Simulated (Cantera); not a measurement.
A closed system holds: 1 mol PbO, 0.48 mol C, 0.21 mol N2, held at 1352 °C.

These are equilibrium values from Cantera (NASA tables, ideal gas, pure condensed phases), not measurements of a reactor. Candidate condensed phases: C, Pb, PbO, PbO2, Pb3O4; 27 gas species. Each liquid is taken as pure. Mutual solubility and eutectic melting of coexisting phases are not modelled. Gases not in the tables: (PbO)n polymers. Rates play no part.

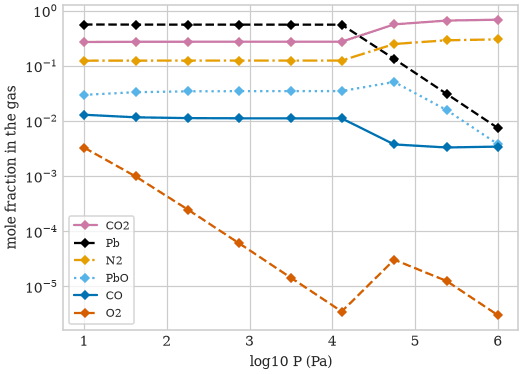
Figure: Equilibrium gas composition (values under 1e-9 drawn at 1e-9)

From 10.0 Pa to 13000 Pa nothing is condensed. At 56000 Pa the condensed part is Pb(l). From 240000 Pa to 1000000 Pa the condensed part is Pb(l) + PbO(l).
